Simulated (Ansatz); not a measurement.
The calculation's input:

```
crystal:
  periodic: [false, false, false]
  atoms:
    - { symbol: Al, position_ang: [0.033445, -0.472468, -0.104407] }
    - { symbol: H, position_ang: [-0.350678, -0.211535, 2.607998] }
    - { symbol: H, position_ang: [1.4604, 0.082469, -0.590498] }
    - { symbol: F, position_ang: [-1.32816, 0.362586, -0.603311] }
    - { symbol: F, position_ang: [0.072493, 0.238949, 1.905217] }
magnetization:
  spin_polarized: true
  initial_magnetization: 1
basis:
  gaussian: { orbitals: def2-SVP }
hamiltonian:
  xc: b3lyp
  dispersion: d4
relax:
  f_tol: 0.03
  max_steps: 50
output:
  orbitals: {}
```

Launched as:

```sh
ansatz run input.yaml --threads 2 --pin off --max-ram 3072MiB --backend cpu --events-out ev --progress --plain --runs-dir out
```

The fields are those of the run's last geometry, not of the input's.

Computed with Ansatz, UKS B3LYP-D4/def2-SVP.

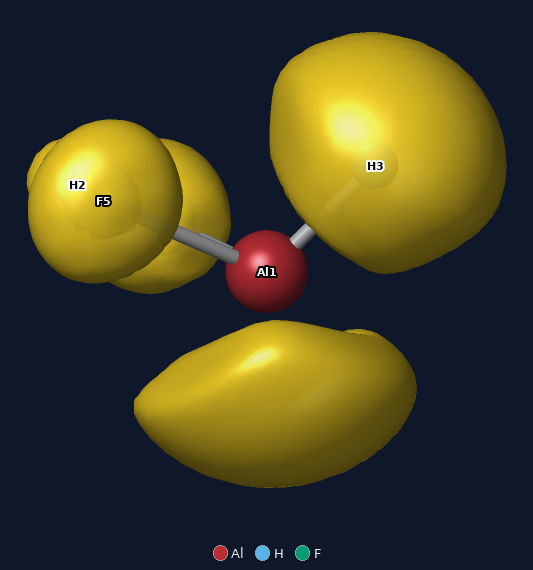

AlF₂H₂ (doublet). Isosurface of the ELF at 0.75 (yellow), seen from one side. Only the valence region is drawn (cores and ρ < 0.01 e/Å³ removed).

Q: What do the ELF domains correspond to?

A: The surface consists of one region around a hydrogen nucleus, one lobe on Al, pointing away from the bonds (non-bonding electrons), one region wrapped around F (its valence shell) and one joined region spread over several atoms (F, H), in which their bonds and any lone pairs are merged.

Values along the shortest contacts:
Al–F (1.75 Å): the ELF peaks at about 0.85 in the valence shell of F, 0.6 Å from its nucleus, and is about 0.30 at the midpoint. F–H (0.97 Å): the ELF climbs to about 1 towards the hydrogen, as it does in any bond to H; an ordinary covalent bond to hydrogen.
